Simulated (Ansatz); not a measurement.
**F4H2O2W: small, medium and large basis sets**

How large a basis does F4H2O2W need? Two functionals are run in growing sets.

Program: Ansatz 0.2.0, Gaussian basis. Level of theory: one geometry, several basis sets. These are calculated values, not measurements.

The runs, in order: PBE0-D4/def2-SVP; ωB97M-V/def2-SVP; PBE0-D4/def2-QZVPP; ωB97M-V/def2-QZVPP; the functionals' def2-TZVPP values are taken from earlier runs.

## 1. The relaxed structure

All runs share one geometry, relaxed beforehand with PBE0-D4 in a triple-zeta def2 set. W takes the def2 core potential; no spin-orbit term is included.

SMILES `[OH][W]([OH])([F])([F])([F])[F]`, 9 atoms, charge 0, spin multiplicity 1.

Atoms are counted from 1 here; the program's logs count them from 0.

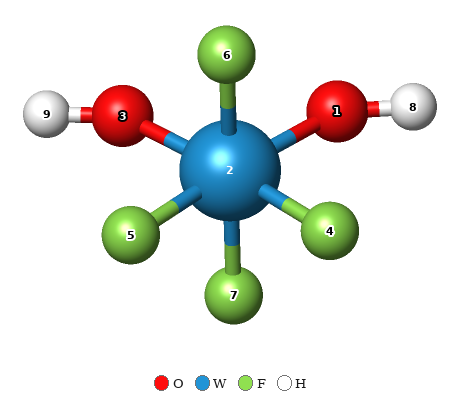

The structure; oxygen red, tungsten blue, fluorine green, hydrogen white; atoms are numbered from 1 in the order of the file.

Coordinates:

```mol
F4H2O2W
  3D, bonds by distance, orders not assigned

  9  8  0  0  0  0  0  0  0  0999 V2000
   -0.8407   -1.4595    0.0897 O   0  0
   -0.0391    0.1796   -0.1573 W   0  0
    1.1674   -0.0298    1.2172 O   0  0
   -1.1935    0.5350   -1.5734 F   0  0
    0.6670    1.8609   -0.5299 F   0  0
   -1.2635    1.0222    0.9556 F   0  0
    1.1532   -0.5147   -1.3999 F   0  0
   -1.5375   -2.0135   -0.2644 H   0  0
    1.8866    0.4198    1.6625 H   0  0
  1  2  8  0
  2  3  8  0
  2  4  8  0
  2  5  8  0
  2  6  8  0
  2  7  8  0
  1  8  8  0
  3  9  8  0
M  END
```

## 2. PBE0-D4 in def2-SVP

Input file in.yaml:

```yaml
crystal:
  periodic: [false, false, false]
  atoms:
    - {symbol: O, position_ang: [-0.840661, -1.459543, 0.089669]}
    - {symbol: W, position_ang: [-0.039114, 0.179597, -0.157302]}
    - {symbol: O, position_ang: [1.167394, -0.029752, 1.217212]}
    - {symbol: F, position_ang: [-1.193469, 0.535029, -1.573404]}
    - {symbol: F, position_ang: [0.667007, 1.860877, -0.529891]}
    - {symbol: F, position_ang: [-1.263501, 1.022187, 0.955627]}
    - {symbol: F, position_ang: [1.153167, -0.514671, -1.399941]}
    - {symbol: H, position_ang: [-1.537458, -2.013474, -0.264442]}
    - {symbol: H, position_ang: [1.886644, 0.419760, 1.662482]}
basis:
  gaussian: {orbitals: def2-SVP}
hamiltonian: {xc: pbe0, dispersion: d4}
output: {orbitals: {seedname: orbitals}}
```

Launch:

```console
> ansatz run in.yaml --threads 4 --pin off --events-out ev --progress --plain --max-ram 11315MiB
```

Output:

```text
Functional definition: PBE0
  name "PBE0"
  cite "Adamo & Barone, J. Chem. Phys. 110, 6158 (1999) doi:10.1063/1.478522"
  cite "Perdew, Burke & Ernzerhof, Phys. Rev. Lett. 77, 3865 (1996) doi:10.1103/PhysRevLett.77.3865"
  parent pbe
  parameter a = 0.25
  parameter kappa = 0.804
  parameter beta = 0.06672455060314922
  exchange = (1 - a)*pbe_x(kappa = kappa, mu = beta*pi^2/3) + a*exact_x
  correlation = pbe_c(beta = beta)
1341 factors; their error is unknown
mean field evaluation 1: about -16784.1889 eV, gradient 9.6e1 eV
mean field evaluation 2: about -16657.0728 eV, gradient 2.7e2 eV
mean field evaluation 4: about -16799.4683 eV, gradient 1.9e1 eV
mean field evaluation 8: about -16800.0489 eV, gradient 6.9e-2 eV
mean field evaluation 16: about -16800.1343 eV, gradient 3.7e-5 eV
mean field -16800.13429102 eV, -617.3935476550 hartree, gradient 3.7e-5 eV, S^2 0.000000; 0 other end points of the search recorded, 0 dependent functions left out
reference -16800.13434666 eV, -617.3935496997 hartree; 34, 34 occupied and 92, 92 virtual orbitals, 1341 factors
Total energy: -16800.30859217 eV, -617.3999531040 hartree
```

Run time: 1.4 s. Hardware: 4 threads of Arm Neoverse V2, shared host.

## 3. ωB97M-V in def2-SVP

Changes to in.yaml since step 2:

```diff
@@ -14,3 +14,3 @@
   gaussian: {orbitals: def2-SVP}
-hamiltonian: {xc: pbe0, dispersion: d4}
+hamiltonian: {xc: {name: wB97M-V}}
 output: {orbitals: {seedname: orbitals}}
```

Same command.

Output (excerpt; [...] marks lines left out):

```text
Functional definition: wB97M-V
  name "wB97M-V"
  cite "Mardirossian & Head-Gordon, J. Chem. Phys. 144, 214110 (2016) doi:10.1063/1.4952647"
  cite "Becke, J. Chem. Phys. 107, 8554 (1997) doi:10.1063/1.475007"
  cite "Vydrov & Van Voorhis, J. Chem. Phys. 133, 244103 (2010) doi:10.1063/1.3521275"
  # Of w^i u^j: cxij and so on, Table III.
[...]
  gx(w, u) = 1 - cx + cx01*u + cx10*w
  gss(w, u) = css00 + css04*u^4 + css10*w + css20*w^2 + css43*w^4*u^3
  gos(w, u) = cos00 + cos10*w + (cos20 + cos21*u)*w^2 + (cos60 + cos61*u)*w^6
[...]
      + integral(e_c_pw_mod_opposite_spin*gos(b97_w_opposite, b97_u_opposite)) + vv10(b, c)
1316 factors; their error is unknown
245 factors; integrals over basis functions are off by at most 8.4e-5 eV
[...]
mean field -16808.46465976 eV, -617.6996830595 hartree, gradient 2.7e-5 eV, S^2 0.000000; 0 other end points of the search recorded, 0 dependent functions left out
reference -16808.46474632 eV, -617.6996862407 hartree; 34, 34 occupied and 92, 92 virtual orbitals, 1316 factors
Total energy: -16808.46474632 eV, -617.6996862407 hartree
```

Wall time 6.5 s (4 threads of Arm Neoverse V2, shared host).

## 4. PBE0-D4 in def2-QZVPP

Changes to in.yaml since step 3:

```diff
@@ -13,4 +13,4 @@
 basis:
-  gaussian: {orbitals: def2-SVP}
-hamiltonian: {xc: {name: wB97M-V}}
+  gaussian: {orbitals: "def2-QZVPP.json"}
+hamiltonian: {xc: pbe0, dispersion: d4}
 output: {orbitals: {seedname: orbitals}}
```

The command is unchanged.

Output:

```text
Functional definition: PBE0
  name "PBE0"
  cite "Adamo & Barone, J. Chem. Phys. 110, 6158 (1999) doi:10.1063/1.478522"
  cite "Perdew, Burke & Ernzerhof, Phys. Rev. Lett. 77, 3865 (1996) doi:10.1103/PhysRevLett.77.3865"
  parent pbe
  parameter a = 0.25
  parameter kappa = 0.804
  parameter beta = 0.06672455060314922
  exchange = (1 - a)*pbe_x(kappa = kappa, mu = beta*pi^2/3) + a*exact_x
  correlation = pbe_c(beta = beta)
1710 factors; their error is unknown
mean field evaluation 1: about -16802.7153 eV, gradient 1.1e2 eV
mean field evaluation 2: about -16652.9967 eV, gradient 3.1e2 eV
mean field evaluation 4: about -16819.3227 eV, gradient 2.5e1 eV
mean field evaluation 8: about -16820.2553 eV, gradient 1.5e-1 eV
mean field evaluation 16: about -16820.2846 eV, gradient 2.6e-4 eV
mean field -16820.28459755 eV, -618.1340577616 hartree, gradient 3.3e-5 eV, S^2 0.000000; 0 other end points of the search recorded, 0 dependent functions left out
reference -16820.28463294 eV, -618.1340590621 hartree; 34, 34 occupied and 449, 449 virtual orbitals, 1710 factors
Total energy: -16820.45887845 eV, -618.1404624663 hartree
```

Run time: 9 s. Hardware: 4 threads of Arm Neoverse V2, shared host; peak memory 1.9 GiB.

## 5. ωB97M-V in def2-QZVPP

Changes to in.yaml since step 4:

```diff
@@ -14,3 +14,3 @@
   gaussian: {orbitals: "def2-QZVPP.json"}
-hamiltonian: {xc: pbe0, dispersion: d4}
+hamiltonian: {xc: {name: wB97M-V}}
 output: {orbitals: {seedname: orbitals}}
```

The command is unchanged.

Output (excerpt; [...] marks lines left out):

```text
Functional definition: wB97M-V
  name "wB97M-V"
  cite "Mardirossian & Head-Gordon, J. Chem. Phys. 144, 214110 (2016) doi:10.1063/1.4952647"
  cite "Becke, J. Chem. Phys. 107, 8554 (1997) doi:10.1063/1.475007"
  cite "Vydrov & Van Voorhis, J. Chem. Phys. 133, 244103 (2010) doi:10.1063/1.3521275"
  # Of w^i u^j: cxij and so on, Table III.
[...]
  gx(w, u) = 1 - cx + cx01*u + cx10*w
  gss(w, u) = css00 + css04*u^4 + css10*w + css20*w^2 + css43*w^4*u^3
  gos(w, u) = cos00 + cos10*w + (cos20 + cos21*u)*w^2 + (cos60 + cos61*u)*w^6
[...]
      + integral(e_c_pw_mod_opposite_spin*gos(b97_w_opposite, b97_u_opposite)) + vv10(b, c)
1670 factors; their error is unknown
325 factors; integrals over basis functions are off by at most 1.8e-5 eV
[...]
mean field -16828.99058568 eV, -618.4539969244 hartree, gradient 3.2e-5 eV, S^2 0.000000; 0 other end points of the search recorded, 0 dependent functions left out
reference -16828.99064790 eV, -618.4539992107 hartree; 34, 34 occupied and 449, 449 virtual orbitals, 1670 factors
Total energy: -16828.99064790 eV, -618.4539992107 hartree
```

Run time: 19 s. Hardware: 4 threads of Arm Neoverse V2, shared host; peak memory 2.3 GiB.

## 6. Density functionals: the series

The def2-TZVPP values come from earlier runs at the same geometry.

```csv
functional,basis,functions,energy (eV),from the largest (eV),HOMO (eV),LUMO (eV)
PBE0-D4,def2-SVP,126,-16800.3086,20.150,-10.66,-3.43
PBE0-D4,def2-TZVPP,270,-16819.6393,0.820,-10.72,-3.34
PBE0-D4,def2-QZVPP,483,-16820.4589,0.000,-10.76,-3.38
ωB97M-V,def2-SVP,126,-16808.4647,20.526,-13.09,-1.26
ωB97M-V,def2-TZVPP,270,-16828.2164,0.774,-13.17,-1.18
ωB97M-V,def2-QZVPP,483,-16828.9906,0.000,-13.21,-1.24
```

## 7. Summary of results

| quantity | value |
| --- | --- |
| PBE0-D4: double and triple zeta above quadruple | 20.15, 0.82 eV |
| ωB97M-V: double and triple zeta above quadruple | 20.53, 0.77 eV |

What this shows: For PBE0-D4 the step from double to triple zeta gains 19.33 eV and the next only 0.82 eV. These are total energies; as a rule much of such shifts cancels in differences, which this series doesn't test.

For PBE0-D4 the largest set took about 6 times as long as the smallest (9 s against 1.4 s).
